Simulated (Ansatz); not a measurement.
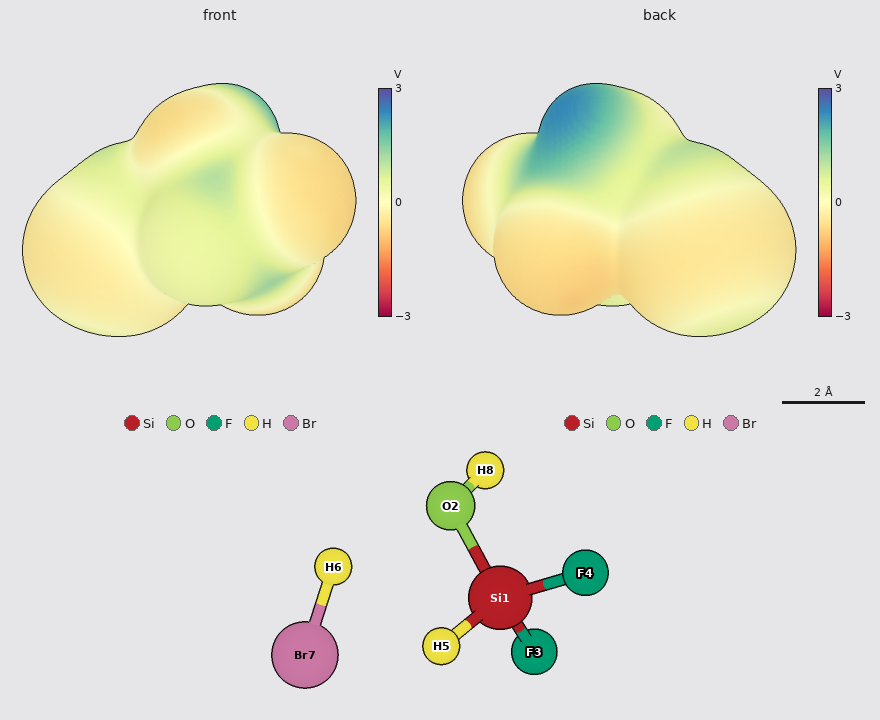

Figure 1: F₂H₂OSi···HBr. The electrostatic potential painted on the density surface at 0.001 e/bohr³, seen from the front and from behind; the colour scale runs from red (negative) to blue (positive). The bare structure is drawn below in the same view.

Not at a stationary point (largest force 1.4 eV/Å).

Theory: RKS BLYP/def2-SVP (Ansatz).

```xyz
8

Si   -0.5808    0.6943    0.2121
O     0.0789   -0.6864    1.0057
F    -1.4062    0.2483   -1.1144
F    -1.6854    1.3886    1.1865
H     0.5078    1.6399   -0.0786
H     1.6556   -1.2003   -0.5373
Br    2.0089   -0.7068   -1.8905
H    -0.5789   -1.3777    1.2162
```

Describe the electrostatic potential map.

Answer. The most negative region (about −0.8 V) lies over F3, the most positive (about +2.3 V) over H8. Br7 shows a σ-hole: about +0.4 V at the tip opposite its bond, against about −0.4 V on its flanks.
